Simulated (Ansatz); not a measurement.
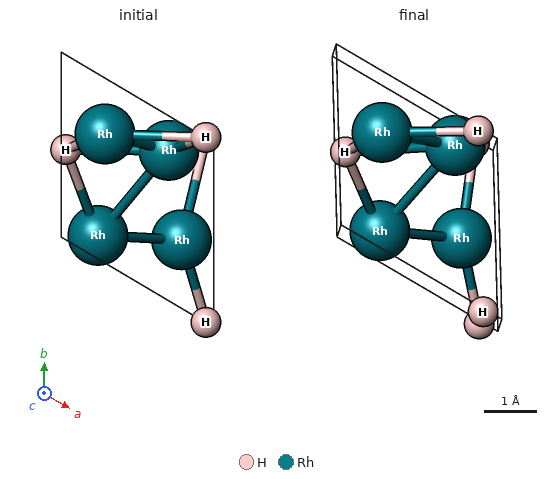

The structure of a crystal of HRh2 (a generated structure, set up in P1) (coarse preliminary run) before (left) and after (right) a relaxation, at one scale.

Style: ball-and-stick. Shown: the cell of the calculation, reduced to other axes, along the c axis. Lengths and directions refer to the drawn axes.

Theory: DFT PBE, scalar-relativistic, plane waves, PAW (Ansatz). (plane-wave cutoff 420 eV; k-point mesh 9 × 9 × 9; occupations gaussian; smearing width 0.2 eV; no spin polarisation; cell and atoms relaxed; force threshold 0.025 eV/Å; at most 60 steps)

Describe what moved and what it gained.

Answer. The run was cut off at its time limit before the relaxation converged, so the last structure is only a point on the way. Over 2 geometry steps the energy falls by 1.348 eV per cell of the calculation. The largest force component goes from 4.8 to 0.75 eV/Å. Pressure: 20.16 GPa at the start and 0.45 GPa at the end. The atom that moves furthest relative to the cell is an H atom (0.27 Å along [−3 −1 1]). By element the largest moves are H 0.27 Å, Rh 0.21 Å. The volume changes by +4.7 %, with a 3.558 → 3.737 Å (+5.0 %), b 3.575 → 3.496 Å (−2.2 %), c 6.315 → 6.506 Å (+3.0 %), α 91.7° → 87.5°, β 105.2° → 105.9°, γ 118.9° → 120.8°. Some distances before and after: H–Rh 2.284 → 1.896 Å, H–Rh 2.208 → 2.550 Å, H–Rh 2.338 → 2.671 Å, Rh–Rh 2.149 → 2.475 Å. Bond angles that change, for instance: Rh–H–Rh 124.3° → 138.0°, Rh–H–Rh 68.1° → 75.8°, Rh–H–Rh 69.5° → 76.2°. The space group stays P1 (No. 1). Cost: 9.7 min on 1 thread of Arm Neoverse N1, with other jobs on the host, peak memory 0.96 GiB.
